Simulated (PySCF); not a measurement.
Molecule: SMILES [Br][Zr]([Br])([Br])[Br] (Br4Zr). Atoms near the plane z = 0.0 Å, at the B3LYP/def2-SVP optimised geometry (x, y, z in Å): Zr1 (-0.8, -1.2, 0.0), Br4 (-1.7, 1.2, 0.0), Br5 (1.7, -1.2, 0.0).

Method: B3LYP/def2-TZVP, def2 effective core potentials past Kr in PySCF 2.14.0. The core electrons that the potentials of Zr replace are not part of the density. Cells within 0.4 Å of a nucleus heavier than hydrogen are left out (blank, or x). The values are rescaled to run from 0 to 1.

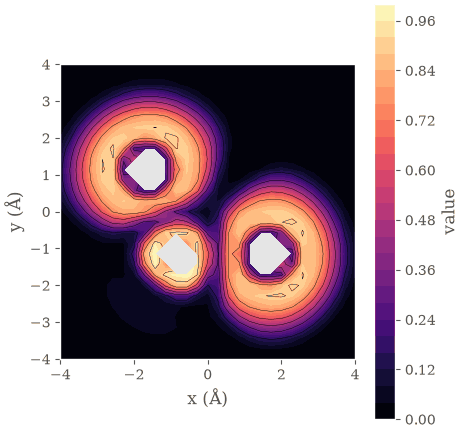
a field on the plane z = 0.0 Å.

Which quantity is mapped?
(A) Laplacian of the electron density
(B) electron localisation function
(C) electrostatic potential
(D) log10 of the electron density

B, electron localisation function
